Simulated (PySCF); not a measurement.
**Tl: fine-structure interval with spin-orbit coupling**

Wanted: the fine-structure interval of thallium, up a ladder of methods.

Method: two-component X2C-1e, generalised determinants. Code: PySCF 2.14.0.

## 1. The atom as given

| Property | Result |
| --- | --- |
| Element | thallium (Z = 81) |
| Basis | x2c-TZVPPall-2c (11s11p9d3f, 110 functions) |
| Hamiltonian | two-component X2C-1e, Gaussian nucleus, no Breit or QED terms; spin-orbit coupling, run by run: screened by Boettger's factors; bare |
| Core shells frozen in the correlated runs | [Kr] 4d10 4f14 (for Tl) |
| State 1 | Tl 6p J=3/2: [Xe] 4f14 5d10 6s2 6p1; 6p3/2 filled at m_j = +3/2 |
| Needed too, but not shown | Tl [Xe] 4f14 5d10 6s2 6p1 (2P) |
| Methods | GHF, GMP2 |

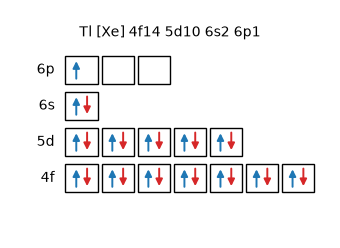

Occupation of the outer shells (arrows by Hund's rule).

All steps ran in one process of a driver on top of PySCF, which takes the settings above as its task.

The integrals over 110 functions and the set-up took 13 s of CPU time.

## 2. Tl 6p J=3/2: the ladder of methods

**GHF (screened spin-orbit)**

Log:

```text
cycle= 1 E= -20265.0758179340  delta_E= -2.03e+04  |FDS-SDF|= 0.124
cycle= 2 E= -20265.1034967264  delta_E= -0.0277  |FDS-SDF|= 0.00481
cycle= 3 E= -20265.1044213283  delta_E= -0.000925  |FDS-SDF|= 0.00102
cycle= 4 E= -20265.1045545896  delta_E= -0.000133  |FDS-SDF|= 0.000394
cycle= 5 E= -20265.1045833141  delta_E= -2.87e-05  |FDS-SDF|= 0.000185
cycle= 6 E= -20265.1045860589  delta_E= -2.74e-06  |FDS-SDF|= 4.73e-05
cycle= 7 E= -20265.1045866546  delta_E= -5.96e-07  |FDS-SDF|= 7.44e-06
cycle= 8 E= -20265.1045866748  delta_E= -2.02e-08  |FDS-SDF|= 8.68e-07
```

CPU time 7.1 s on a shared host, the integrals not counted.

Occupied spinors:

```
spinor shell  electrons  mean energy (eV)  weight of the nominal j  rms radius (bohr)
       1s1/2          2          -85980.6                    1.000             0.0184
       2s1/2          2          -15461.3                    1.000             0.0743
       2p1/2          2          -14817.2                    1.000             0.0628
       2p3/2          4          -12746.4                    1.000             0.0710
       3s1/2          2           -3761.4                    1.000              0.189
       3p1/2          2           -3471.8                    1.000              0.181
       3p3/2          4           -3004.9                    1.000              0.197
       3d3/2          4           -2532.9                    1.000              0.173
       3d5/2          6           -2433.6                    1.000              0.178
       4s1/2          2           -878.02                    1.000              0.416
       4p1/2          2           -752.17                    1.000              0.420
       4p3/2          4           -637.09                    1.000              0.454
       4d3/2          4           -431.57                    1.000              0.465
       4d5/2          6           -409.49                    1.000              0.476
       5s1/2          2           -152.99                    1.000              0.942
       4f5/2          6           -141.46                    1.000              0.509
       4f7/2          8           -136.90                    1.000              0.511
       5p1/2          2           -108.62                    1.000               1.02
       5p3/2          4           -87.732                    1.000               1.11
       5d3/2          4           -24.650                    1.000               1.44
       5d5/2          6           -22.166                    1.000               1.51
       6s1/2          2           -12.362                    0.999               2.75
       6p3/2          1            -4.845                    1.000               4.26
```

M_J = 3/2, ⟨J²⟩ = 3.760, ⟨L²⟩ = 2.199, ⟨S²⟩ = 0.947.

**GMP2 (screened spin-orbit)**

This step left no log, only its results.

It used 1.9 s of CPU time after the integrals (shared host).

With 21 electrons correlated and 26 very high virtual spinors dropped, the MP2 correlation energy is -0.50859 hartree. Largest pairs: 5d3/2-5d5/2 -0.1162, 5d5/2-5d5/2 -0.0820, 5d5/2-6s1/2 -0.0530, 5d3/2-5d3/2 -0.0344, 5d3/2-6s1/2 -0.0339.

**GHF (bare spin-orbit)**

Log:

```text
cycle= 1 E= -20267.1744060550  delta_E= -2.03e+04  |FDS-SDF|= 0.128
cycle= 2 E= -20267.2042111192  delta_E= -0.0298  |FDS-SDF|= 0.00518
cycle= 3 E= -20267.2051893995  delta_E= -0.000978  |FDS-SDF|= 0.00111
cycle= 4 E= -20267.2053244917  delta_E= -0.000135  |FDS-SDF|= 0.000386
cycle= 5 E= -20267.2053563987  delta_E= -3.19e-05  |FDS-SDF|= 9.86e-05
cycle= 6 E= -20267.2053583101  delta_E= -1.91e-06  |FDS-SDF|= 5.51e-05
cycle= 7 E= -20267.2053586656  delta_E= -3.55e-07  |FDS-SDF|= 8.21e-06
cycle= 8 E= -20267.2053586879  delta_E= -2.24e-08  |FDS-SDF|= 9.05e-07
cycle= 9 E= -20267.2053586883  delta_E= -3.31e-10  |FDS-SDF|= 2.04e-07
```

It used 7.7 s of CPU time after the integrals (shared host).

The outer occupied spinors:

```
spinor shell  electrons  mean energy (eV)  weight of the nominal j  rms radius (bohr)
       4f5/2          6           -142.82                    1.000              0.508
       4f7/2          8           -135.84                    1.000              0.511
       5p1/2          2           -109.12                    1.000               1.01
       5p3/2          4           -87.585                    1.000               1.11
       5d3/2          4           -24.889                    1.000               1.44
       5d5/2          6           -22.034                    1.000               1.52
       6s1/2          2           -12.367                    0.999               2.75
       6p3/2          1            -4.842                    1.000               4.26
```

M_J = 3/2, ⟨J²⟩ = 3.760, ⟨L²⟩ = 2.216, ⟨S²⟩ = 0.964.

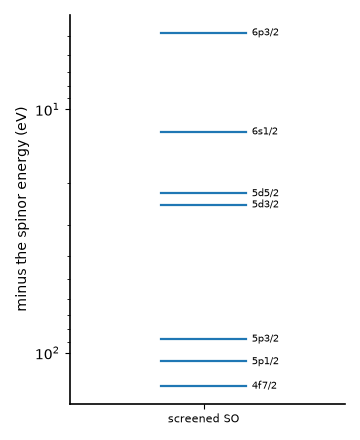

The highest 7 spinor levels of Tl 6p J=3/2 on a logarithmic scale.

## 3. Differences of total energies

Fine-structure interval: Tl [Xe] 4f14 5d10 6s2 6p1 [6p1/2^1, M_J = 1/2] → Tl [Xe] 4f14 5d10 6s2 6p1 [6p3/2^1, M_J = 3/2].

```
                    method  value (eV)  error (eV)
 GHF (screened spin-orbit)       1.009      +0.042
GMP2 (screened spin-orbit)       0.911      -0.056
     GHF (bare spin-orbit)       1.032      +0.065
```

Reference: 0.966 eV (measured; NIST Handbook of Basic Atomic Spectroscopic Data (Sansonetti and Martin, J. Phys. Chem. Ref. Data 34, 1559 (2005))).

The differences also use runs on Tl [Xe] 4f14 5d10 6s2 6p1 (2P), which are not shown here.

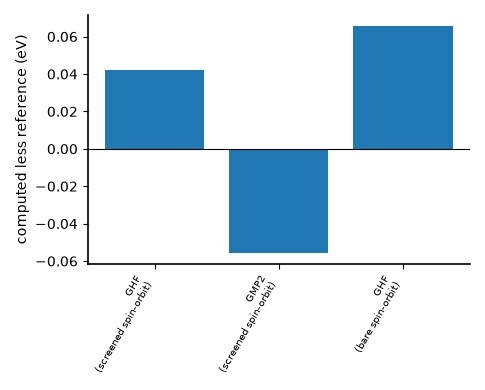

Computed less reference values by method.

## 4. Results

```
                              quantity                                                                                  value
fine-structure interval, Tl → 6p J=3/2  GHF (screened spin-orbit) 1.009, GMP2 (screened spin-orbit) 0.911 eV; reference 0.966
```

Each level's miss (mean over 1 difference):

```
                    method  mean absolute miss against the measured value (with the measured fine structure taken into account where it is known) (eV)
 GHF (screened spin-orbit)                                                                                                                       0.042
GMP2 (screened spin-orbit)                                                                                                                       0.056
     GHF (bare spin-orbit)                                                                                                                       0.065
```

Against experiment GHF (screened spin-orbit) comes closest (off by 0.04 eV), level with GMP2 (screened spin-orbit) and GHF (bare spin-orbit) is farthest (0.07 eV). The basis is finite, and no extrapolation was made.
